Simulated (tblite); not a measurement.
## Geometry relaxation, with input and output: C$_{2}$H$_{5}$F$_{3}$SSi$_{2}$ (part 2 of 2)

The same run, continued: C$_{2}$H$_{5}$F$_{3}$SSi$_{2}$, SMILES FC(F)=C(F)[SiH2]S[SiH3]; GFN2-xTB geometry optimisation, gas phase (tblite 0.8.0). It belongs to a series of runs on one base structure; here: H on Si replaced by CF=CF2.

Geometry of the input (Å):
```
F  -2.6892  1.7532  0.7728
C  -2.5042  0.4222  0.7927
F  -3.2967  -0.4038  1.5289
C  -1.5116  -0.1583  0.1204
F  -1.3745  -1.5351  0.2153
Si -0.3609  0.8424  -0.8874
S  1.5653  1.0424  0.0321
Si 2.6572  -0.7880  0.1077
H  -0.9304  2.2011  -0.9776
H  -0.3003  0.3195  -2.2385
H  2.3259  -1.4764  1.3842
H  4.1121  -0.5267  0.1381
H  2.3028  -1.6920  -1.0065
```

## Trajectory as extended XYZ, continued
```
13
Properties=species:S:1:pos:R:3:forces:R:3 step=44 energy=-755.24691
F    -2.7880    1.5870    0.8259    0.0440  -0.0020  -0.0410
C    -2.4217    0.3107    0.8403   -0.0120  -0.0190   0.0340
F    -3.2442   -0.3844    1.6122   -0.0310  -0.0540   0.0420
C    -1.3826   -0.1422    0.1589    0.0110   0.0390  -0.0370
F    -1.0931   -1.4617    0.2335    0.0040   0.0160   0.0220
Si   -0.2464    0.9067   -0.9425    0.0000   0.0140   0.0080
S     1.6432    1.1819   -0.0059    0.0190  -0.0270   0.0190
Si    2.4781   -0.8218    0.1087    0.0640  -0.0400   0.0080
H    -0.8192    2.2267   -1.0745   -0.0240   0.0500  -0.0090
H    -0.0885    0.1333   -2.1660   -0.0210  -0.0140  -0.0470
H     1.9812   -1.4591    1.3208   -0.0470   0.0230  -0.0390
H     3.9067   -0.5542    0.1768   -0.0390  -0.0070  -0.0220
H     2.0700   -1.5224   -1.1059    0.0310   0.0210   0.0640
13
Properties=species:S:1:pos:R:3:forces:R:3 step=47 energy=-755.24963
F    -2.7778    1.5753    0.7995   -0.0260  -0.0090   0.0010
C    -2.4046    0.3010    0.8407    0.0220   0.0100   0.0100
F    -3.2117   -0.3868    1.6368    0.0060  -0.0030  -0.0090
C    -1.3680   -0.1473    0.1521    0.0330   0.0090   0.0180
F    -1.0532   -1.4589    0.2547    0.0130  -0.0050  -0.0100
Si   -0.2395    0.9128   -0.9507   -0.0440   0.0070   0.0190
S     1.6485    1.1875   -0.0050   -0.0440   0.0000  -0.0180
Si    2.4605   -0.8239    0.1119    0.0160  -0.0120   0.0100
H    -0.8359    2.2248   -1.0725    0.0150   0.0330  -0.0090
H    -0.0866    0.1481   -2.1822   -0.0070   0.0020  -0.0170
H     1.9282   -1.4600    1.3066   -0.0350   0.0020   0.0080
H     3.8868   -0.5643    0.1981    0.0110  -0.0180  -0.0140
H     2.0490   -1.5079   -1.1077    0.0410  -0.0150   0.0110
13
Properties=species:S:1:pos:R:3:forces:R:3 step=49 energy=-755.25033
F    -2.7774    1.5732    0.7955   -0.0290  -0.0100   0.0130
C    -2.4003    0.3003    0.8425    0.0100  -0.0010   0.0010
F    -3.2068   -0.3882    1.6393    0.0210   0.0110  -0.0170
C    -1.3630   -0.1468    0.1539   -0.0020  -0.0180   0.0350
F    -1.0457   -1.4579    0.2578    0.0160   0.0000  -0.0070
Si   -0.2414    0.9144   -0.9510   -0.0170   0.0130  -0.0460
S     1.6458    1.1881   -0.0040   -0.0180  -0.0190  -0.0180
Si    2.4607   -0.8255    0.1138   -0.0360   0.0250   0.0190
H    -0.8416    2.2253   -1.0760    0.0250   0.0190  -0.0010
H    -0.0879    0.1531   -2.1877   -0.0130   0.0210   0.0290
H     1.9173   -1.4590    1.3047   -0.0240  -0.0020   0.0130
H     3.8866   -0.5716    0.2003    0.0320  -0.0060  -0.0050
H     2.0495   -1.5048   -1.1067    0.0340  -0.0320  -0.0150
13
Properties=species:S:1:pos:R:3:forces:R:3 step=52 energy=-755.25209
F    -2.7799    1.5635    0.7795   -0.0080  -0.0040   0.0200
C    -2.3863    0.2962    0.8449   -0.0280  -0.0130  -0.0100
F    -3.1845   -0.3888    1.6519    0.0060  -0.0100   0.0090
C    -1.3499   -0.1506    0.1556   -0.0220   0.0000   0.0020
F    -1.0204   -1.4579    0.2663    0.0170   0.0210   0.0030
Si   -0.2499    0.9212   -0.9593    0.0280   0.0070  -0.0330
S     1.6372    1.1860   -0.0119    0.0280   0.0030  -0.0070
Si    2.4510   -0.8273    0.1205   -0.0360   0.0110  -0.0030
H    -0.8408    2.2379   -1.0709    0.0120  -0.0050  -0.0040
H    -0.0940    0.1650   -2.1978   -0.0270   0.0180   0.0110
H     1.8779   -1.4594    1.2996    0.0180   0.0130   0.0040
H     3.8793   -0.5759    0.2081   -0.0160  -0.0110   0.0230
H     2.0558   -1.5095   -1.1042    0.0280  -0.0280  -0.0160
13
Properties=species:S:1:pos:R:3:forces:R:3 step=54 energy=-755.25261
F    -2.7814    1.5601    0.7765   -0.0100  -0.0010   0.0150
C    -2.3845    0.2939    0.8442   -0.0150  -0.0030  -0.0060
F    -3.1775   -0.3896    1.6569   -0.0060  -0.0230   0.0150
C    -1.3481   -0.1515    0.1543    0.0020   0.0280  -0.0190
F    -1.0124   -1.4569    0.2686    0.0140   0.0190   0.0010
Si   -0.2499    0.9235   -0.9631    0.0060   0.0000   0.0370
S     1.6378    1.1859   -0.0159    0.0150   0.0250  -0.0100
Si    2.4448   -0.8269    0.1213    0.0090  -0.0200  -0.0200
H    -0.8358    2.2425   -1.0675    0.0010  -0.0020  -0.0110
H    -0.0965    0.1664   -2.1981   -0.0210  -0.0010  -0.0350
H     1.8675   -1.4590    1.2980    0.0170   0.0140   0.0090
H     3.8737   -0.5738    0.2115   -0.0360  -0.0210   0.0270
H     2.0581   -1.5140   -1.1045    0.0250  -0.0150  -0.0030
13
Properties=species:S:1:pos:R:3:forces:R:3 step=57 energy=-755.25463
F    -2.7919    1.5472    0.7726   -0.0280  -0.0080   0.0010
C    -2.3807    0.2855    0.8436    0.0320   0.0230   0.0270
F    -3.1540   -0.4002    1.6738   -0.0050  -0.0240  -0.0150
C    -1.3388   -0.1469    0.1535    0.0200   0.0370  -0.0270
F    -0.9772   -1.4447    0.2779   -0.0060   0.0100  -0.0030
Si   -0.2490    0.9329   -0.9715   -0.0340  -0.0100   0.0710
S     1.6411    1.1908   -0.0283    0.0060   0.0010  -0.0360
Si    2.4258   -0.8293    0.1222    0.0530  -0.0440  -0.0240
H    -0.8302    2.2535   -1.0702   -0.0150   0.0130  -0.0050
H    -0.1151    0.1817   -2.2113   -0.0020  -0.0140  -0.0450
H     1.8333   -1.4511    1.2955   -0.0020   0.0060   0.0120
H     3.8544   -0.5889    0.2323   -0.0040  -0.0020   0.0370
H     2.0778   -1.5301   -1.1078   -0.0160   0.0110   0.0060
13
Properties=species:S:1:pos:R:3:forces:R:3 step=59 energy=-755.25545
F    -2.7976    1.5426    0.7719   -0.0260  -0.0060   0.0050
C    -2.3774    0.2843    0.8458    0.0190   0.0140   0.0260
F    -3.1462   -0.4056    1.6775    0.0080  -0.0140  -0.0230
C    -1.3341   -0.1431    0.1547   -0.0080   0.0010  -0.0010
F    -0.9652   -1.4389    0.2813   -0.0100   0.0080   0.0000
Si   -0.2516    0.9363   -0.9724   -0.0030   0.0070  -0.0230
S     1.6410    1.1916   -0.0336    0.0240  -0.0360  -0.0430
Si    2.4236   -0.8328    0.1224    0.0140  -0.0130   0.0040
H    -0.8340    2.2568   -1.0745   -0.0090   0.0050   0.0080
H    -0.1250    0.1919   -2.2211   -0.0030   0.0070   0.0170
H     1.8230   -1.4467    1.2963   -0.0020   0.0030  -0.0010
H     3.8510   -0.6005    0.2428    0.0290   0.0180   0.0400
H     2.0882   -1.5353   -1.1087   -0.0340   0.0050  -0.0090
13
Properties=species:S:1:pos:R:3:forces:R:3 step=61 energy=-755.25650
F    -2.8062    1.5373    0.7710   -0.0120   0.0060   0.0150
C    -2.3715    0.2847    0.8507   -0.0250  -0.0110  -0.0070
F    -3.1373   -0.4126    1.6791    0.0180  -0.0060  -0.0090
C    -1.3301   -0.1391    0.1545   -0.0230  -0.0250   0.0350
F    -0.9547   -1.4327    0.2846   -0.0080   0.0070   0.0000
Si   -0.2548    0.9402   -0.9742    0.0410   0.0270  -0.0940
S     1.6439    1.1888   -0.0452    0.0290  -0.0450  -0.0410
Si    2.4231   -0.8384    0.1222   -0.0200   0.0170   0.0240
H    -0.8372    2.2615   -1.0760   -0.0010  -0.0060   0.0170
H    -0.1337    0.2006   -2.2290   -0.0090   0.0210   0.0540
H     1.8124   -1.4426    1.2968    0.0020   0.0000  -0.0160
H     3.8487   -0.6075    0.2582    0.0400   0.0200   0.0320
H     2.0929   -1.5397   -1.1105   -0.0320  -0.0030  -0.0110
13
Properties=species:S:1:pos:R:3:forces:R:3 step=64 energy=-755.25874
F    -2.8329    1.5194    0.7690    0.0170  -0.0080   0.0230
C    -2.3611    0.2807    0.8581   -0.0590  -0.0200  -0.0580
F    -3.1050   -0.4335    1.6920    0.0120   0.0060   0.0120
C    -1.3217   -0.1287    0.1502    0.0310   0.0050   0.0430
F    -0.9197   -1.4138    0.2936   -0.0200   0.0100  -0.0080
Si   -0.2561    0.9550   -0.9878    0.0100   0.0060  -0.0110
S     1.6597    1.1781   -0.0886    0.0030   0.0140  -0.0370
Si    2.4131   -0.8522    0.1220    0.0190   0.0110   0.0190
H    -0.8302    2.2807   -1.0687   -0.0060   0.0020   0.0160
H    -0.1616    0.2194   -2.2430   -0.0030  -0.0060  -0.0130
H     1.7732   -1.4317    1.2932   -0.0010  -0.0160  -0.0220
H     3.8341   -0.6112    0.3060    0.0020  -0.0140   0.0000
H     2.1037   -1.5617   -1.1137   -0.0060   0.0100   0.0350
13
Properties=species:S:1:pos:R:3:forces:R:3 step=66 energy=-755.25943
F    -2.8379    1.5185    0.7729    0.0060   0.0060   0.0100
C    -2.3666    0.2795    0.8550   -0.0100  -0.0080  -0.0320
F    -3.1039   -0.4360    1.6932   -0.0090  -0.0080   0.0090
C    -1.3231   -0.1256    0.1507    0.0350   0.0360   0.0060
F    -0.9217   -1.4107    0.2913   -0.0090  -0.0120  -0.0040
Si   -0.2561    0.9573   -0.9908   -0.0310  -0.0160   0.0440
S     1.6633    1.1732   -0.0995    0.0090   0.0370  -0.0310
Si    2.4166   -0.8542    0.1228    0.0260   0.0040   0.0010
H    -0.8258    2.2849   -1.0632   -0.0090   0.0100   0.0110
H    -0.1710    0.2218   -2.2447    0.0020  -0.0190  -0.0440
H     1.7750   -1.4305    1.2931   -0.0130  -0.0230  -0.0020
H     3.8358   -0.6071    0.3114    0.0060  -0.0190  -0.0030
H     2.1109   -1.5706   -1.1099   -0.0030   0.0120   0.0330
13
Properties=species:S:1:pos:R:3:forces:R:3 step=69 energy=-755.26036
F    -2.8455    1.5154    0.7777    0.0050  -0.0060   0.0020
C    -2.3697    0.2776    0.8521    0.0160   0.0060   0.0240
F    -3.0979   -0.4436    1.6942   -0.0140   0.0030  -0.0200
C    -1.3174   -0.1185    0.1558   -0.0150  -0.0160  -0.0120
F    -0.9181   -1.4053    0.2917    0.0030   0.0030   0.0010
Si   -0.2597    0.9611   -0.9942    0.0080  -0.0050  -0.0080
S     1.6693    1.1715   -0.1200    0.0150   0.0170  -0.0180
Si    2.4214   -0.8566    0.1258   -0.0120   0.0250   0.0110
H    -0.8287    2.2906   -1.0601    0.0030  -0.0120   0.0120
H    -0.1824    0.2286   -2.2538   -0.0100   0.0050   0.0060
H     1.7681   -1.4304    1.2919   -0.0040  -0.0070  -0.0070
H     3.8398   -0.6142    0.3256    0.0000  -0.0100  -0.0070
H     2.1165   -1.5758   -1.1044    0.0040  -0.0020   0.0140
13
Properties=species:S:1:pos:R:3:forces:R:3 step=71 energy=-755.26070
F    -2.8500    1.5129    0.7800    0.0050   0.0210   0.0010
C    -2.3690    0.2778    0.8537    0.0050  -0.0080   0.0110
F    -3.0965   -0.4474    1.6927   -0.0130  -0.0030  -0.0080
C    -1.3171   -0.1160    0.1555   -0.0120  -0.0190  -0.0010
F    -0.9168   -1.4021    0.2914    0.0100  -0.0150   0.0020
Si   -0.2615    0.9622   -0.9961    0.0320   0.0110  -0.0200
S     1.6749    1.1709   -0.1349   -0.0030   0.0140  -0.0120
Si    2.4231   -0.8560    0.1280   -0.0170   0.0090  -0.0010
H    -0.8279    2.2935   -1.0546    0.0040  -0.0150   0.0100
H    -0.1910    0.2326   -2.2583   -0.0120   0.0080   0.0150
H     1.7652   -1.4308    1.2909   -0.0070   0.0040   0.0000
H     3.8409   -0.6160    0.3334    0.0010  -0.0050  -0.0070
H     2.1213   -1.5811   -1.0994    0.0080  -0.0010   0.0090
13
Properties=species:S:1:pos:R:3:forces:R:3 step=74 energy=-755.26100
F    -2.8487    1.5116    0.7784    0.0120   0.0040   0.0010
C    -2.3666    0.2767    0.8543    0.0020  -0.0020  -0.0060
F    -3.0947   -0.4476    1.6936   -0.0080  -0.0030  -0.0060
C    -1.3162   -0.1180    0.1540    0.0110   0.0000   0.0050
F    -0.9116   -1.4026    0.2930   -0.0020  -0.0100  -0.0010
Si   -0.2601    0.9624   -0.9978    0.0010   0.0000   0.0060
S     1.6777    1.1750   -0.1424    0.0010  -0.0020  -0.0030
Si    2.4197   -0.8528    0.1302    0.0010  -0.0080  -0.0040
H    -0.8276    2.2927   -1.0493   -0.0020   0.0000   0.0040
H    -0.1961    0.2361   -2.2612   -0.0060   0.0000   0.0020
H     1.7579   -1.4318    1.2887   -0.0080   0.0190   0.0070
H     3.8385   -0.6184    0.3357   -0.0020   0.0020   0.0000
H     2.1235   -1.5829   -1.0950    0.0000   0.0000  -0.0060
13
Properties=species:S:1:pos:R:3:forces:R:3 step=76 energy=-755.26111
F    -2.8458    1.5137    0.7790    0.0170  -0.0200   0.0020
C    -2.3672    0.2767    0.8538    0.0050   0.0020  -0.0060
F    -3.0982   -0.4470    1.6916   -0.0010   0.0060  -0.0140
C    -1.3165   -0.1194    0.1543    0.0100   0.0040   0.0050
F    -0.9135   -1.4050    0.2922   -0.0090   0.0060  -0.0020
Si   -0.2593    0.9619   -0.9972   -0.0210  -0.0110   0.0160
S     1.6776    1.1755   -0.1425    0.0160  -0.0100   0.0010
Si    2.4206   -0.8527    0.1303    0.0040   0.0030   0.0030
H    -0.8280    2.2916   -1.0475   -0.0030   0.0050   0.0040
H    -0.1980    0.2365   -2.2608   -0.0020  -0.0040  -0.0040
H     1.7589   -1.4298    1.2901   -0.0050   0.0190   0.0030
H     3.8399   -0.6179    0.3332   -0.0060   0.0020   0.0030
H     2.1251   -1.5835   -1.0943   -0.0050  -0.0030  -0.0110
13
Properties=species:S:1:pos:R:3:forces:R:3 step=79 energy=-755.26170
F    -2.8354    1.5164    0.7864    0.0200  -0.0430   0.0070
C    -2.3662    0.2749    0.8526   -0.0030  -0.0030  -0.0020
F    -3.1102   -0.4531    1.6761    0.0170   0.0270  -0.0220
C    -1.3111   -0.1211    0.1595   -0.0060  -0.0100   0.0090
F    -0.9185   -1.4114    0.2880   -0.0070   0.0310  -0.0060
Si   -0.2590    0.9624   -0.9949   -0.0320  -0.0150   0.0120
S     1.6892    1.1741   -0.1686    0.0210  -0.0140   0.0070
Si    2.4243   -0.8542    0.1314   -0.0010   0.0220   0.0080
H    -0.8278    2.2926   -1.0315    0.0000   0.0070   0.0010
H    -0.2206    0.2422   -2.2626    0.0060  -0.0020  -0.0030
H     1.7518   -1.4098    1.2963    0.0060   0.0140  -0.0130
H     3.8431   -0.6184    0.3386   -0.0110  -0.0040   0.0060
H     2.1358   -1.5941   -1.0891   -0.0100  -0.0120  -0.0040
13
Properties=species:S:1:pos:R:3:forces:R:3 step=81 energy=-755.26196
F    -2.8311    1.5126    0.7870    0.0050  -0.0010   0.0040
C    -2.3617    0.2721    0.8520   -0.0030  -0.0060   0.0010
F    -3.1072   -0.4570    1.6717   -0.0010   0.0040   0.0030
C    -1.3043   -0.1217    0.1621   -0.0060  -0.0070  -0.0010
F    -0.9127   -1.4116    0.2893    0.0060   0.0020  -0.0060
Si   -0.2590    0.9634   -0.9945   -0.0030   0.0020  -0.0030
S     1.6967    1.1748   -0.1834   -0.0050   0.0030   0.0020
Si    2.4200   -0.8534    0.1316    0.0020   0.0060  -0.0050
H    -0.8275    2.2941   -1.0244    0.0010   0.0030   0.0000
H    -0.2290    0.2456   -2.2642    0.0060   0.0020   0.0000
H     1.7383   -1.3995    1.2952    0.0030   0.0080  -0.0070
H     3.8375   -0.6214    0.3478    0.0010  -0.0050   0.0060
H     2.1356   -1.5975   -1.0880   -0.0070  -0.0100   0.0060
13
Properties=species:S:1:pos:R:3:forces:R:3 step=84 energy=-755.26203
F    -2.8291    1.5109    0.7852    0.0000   0.0050   0.0010
C    -2.3598    0.2705    0.8518    0.0030   0.0000   0.0030
F    -3.1038   -0.4564    1.6742   -0.0070  -0.0060   0.0080
C    -1.3026   -0.1233    0.1618    0.0020   0.0040  -0.0070
F    -0.9074   -1.4116    0.2904    0.0020  -0.0080  -0.0050
Si   -0.2587    0.9637   -0.9948   -0.0010   0.0030  -0.0010
S     1.6960    1.1773   -0.1814   -0.0070   0.0020  -0.0030
Si    2.4165   -0.8519    0.1307    0.0030  -0.0010  -0.0040
H    -0.8280    2.2940   -1.0255   -0.0010   0.0020   0.0000
H    -0.2257    0.2456   -2.2642    0.0050   0.0010  -0.0010
H     1.7332   -1.3981    1.2927    0.0000   0.0050   0.0020
H     3.8338   -0.6238    0.3499    0.0070  -0.0020   0.0030
H     2.1312   -1.5965   -1.0885   -0.0050  -0.0050   0.0040
13
Properties=species:S:1:pos:R:3:forces:R:3 step=86 energy=-755.26210
F    -2.8260    1.5113    0.7871   -0.0010  -0.0010   0.0010
C    -2.3599    0.2694    0.8520    0.0040   0.0030   0.0020
F    -3.1068   -0.4567    1.6727    0.0010  -0.0040   0.0030
C    -1.3028   -0.1245    0.1617    0.0020   0.0050  -0.0050
F    -0.9075   -1.4131    0.2880   -0.0040  -0.0030  -0.0050
Si   -0.2597    0.9640   -0.9946   -0.0010   0.0010   0.0030
S     1.6963    1.1779   -0.1843    0.0000  -0.0020  -0.0030
Si    2.4178   -0.8510    0.1296   -0.0010  -0.0010   0.0020
H    -0.8280    2.2947   -1.0233   -0.0020   0.0000  -0.0010
H    -0.2269    0.2465   -2.2643    0.0030   0.0010  -0.0010
H     1.7333   -1.3931    1.2927   -0.0010   0.0020   0.0060
H     3.8353   -0.6248    0.3513    0.0020   0.0000  -0.0030
H     2.1306   -1.6001   -1.0863   -0.0020  -0.0010   0.0030
```

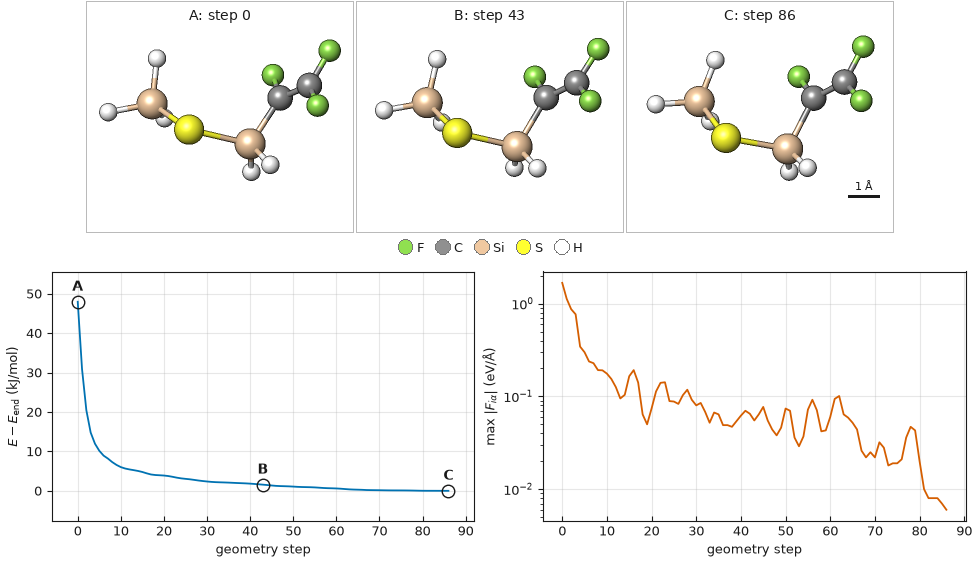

Fig. 1: Frames of the relaxation (ball-and-stick view, seen at a tilt) above the curves, on which the letters mark them (steps are counted from 0).

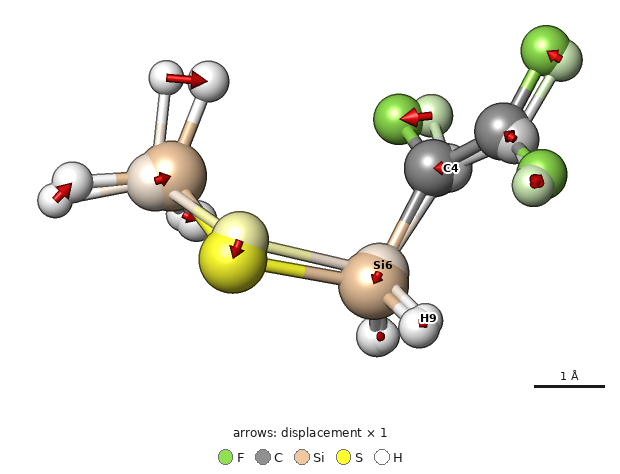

Fig. 2: Start (faint) and end (solid) with the displacements as red arrows, at true length (ball-and-stick view, seen at a tilt). The two geometries are laid on each other by the best rigid fit. After 86 geometry steps the energy has fallen by 48.0 kJ/mol. The largest force component goes from 1.7 to 0.006 eV/Å. H11 moves most after the best rigid fit: 0.60 Å. By element the largest moves are H 0.60 Å, F 0.49 Å, S 0.29 Å, Si 0.25 Å, C 0.22 Å. Among the contacts that change: C4–Si6 1.828 → 1.900 Å, S7–Si8 2.133 → 2.176 Å, C2–F3 1.361 → 1.326 Å, Si8–H11 1.488 → 1.454 Å. Among the angles that change: F1–C2–F3 121.9° → 110.2°, F3–C2–C4 116.3° → 127.6°, H9–Si6–H10 106.9° → 116.3°. (Atoms are counted from 1 in the order of the input.)
